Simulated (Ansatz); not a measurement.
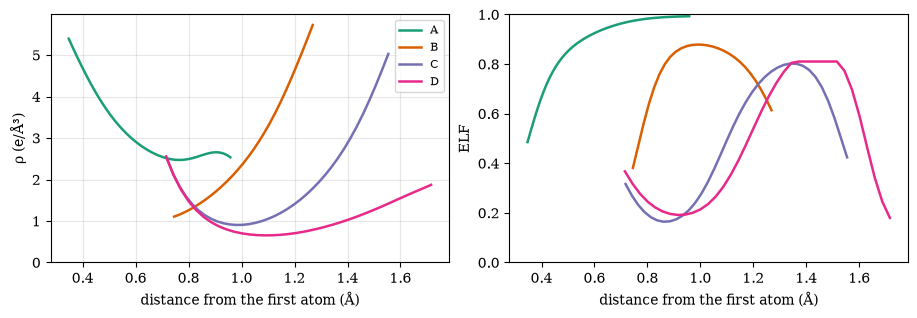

The picture shows: ClH₉O₁₂Si₃Sn (SMILES O[Si](O)(O)[O][Sn]([Cl])([O][Si](O)(O)O)[O][Si](O)(O)O). Electron density and electron localisation function along straight lines between neighbouring atoms. The curves leave out the atomic cores.

Geometry: PBE0-D4/def2-TZVP; core potentials replace the inner electrons of Sn.

The calculation used Ansatz, RKS PBE0-D4/def2-TZVPP.

```xyz
26

O    -1.7540    4.1452    0.3405
Si   -1.5505    2.5585    0.0847
O    -2.2761    1.7666    1.3440
O    -2.2611    2.0854   -1.2815
O     0.0411    2.1755    0.0952
Sn    0.8449    0.5711    0.7924
Cl    0.7473    0.6122    3.0774
O    -0.0879   -0.9683    0.0687
Si   -1.6262   -1.4300   -0.1966
O    -2.0227   -0.7110   -1.6280
O    -1.7252   -3.0352   -0.4198
O    -2.6182   -1.0143    1.0137
O     2.6206    0.4018    0.1017
Si    3.3689   -1.0046   -0.2785
O     2.5102   -1.8408   -1.3856
O     4.8403   -0.7339   -0.9065
O     3.5170   -1.7820    1.1468
H    -1.2980    4.7636   -0.2310
H    -2.1233    2.1219    2.2228
H    -2.1472    1.1620   -1.5606
H    -2.7905   -1.0742   -2.0752
H    -1.9170   -3.5732    0.3497
H    -2.6746   -0.0723    1.2421
H     1.5680   -1.9305   -1.2096
H     4.8825   -0.5481   -1.8455
H     3.9320   -2.6453    1.1387
```

**Which curve belongs to which contact (O–H, Si–O, Sn–Cl and Sn–O)? The first atom named is at distance zero.**

Curve A: O–H (0.96 Å): the density is about 3.8 e/Å³ at the midpoint; the ELF climbs to about 1 towards the hydrogen, as it does in any bond to H: a covalent bond by its length. Curve B: Si–O (1.61 Å): ρ is about 1.3 e/Å³ halfway; the ELF peaks at about 0.90 between the atoms, as expected for a short, strongly polar bond. Curve C: Sn–O (1.91 Å): the density is about 0.92 e/Å³ at the midpoint; the ELF peaks at about 0.80 in the valence shell of O, 0.6 Å from its nucleus, and drops to about 0.15 between the two atoms. Curve D: Sn–Cl (2.29 Å): the density is about 0.67 e/Å³ at the midpoint; the ELF peaks at about 0.80 in the valence shell of Cl, 0.9 Å from its nucleus, and is about 0.40 at the midpoint.
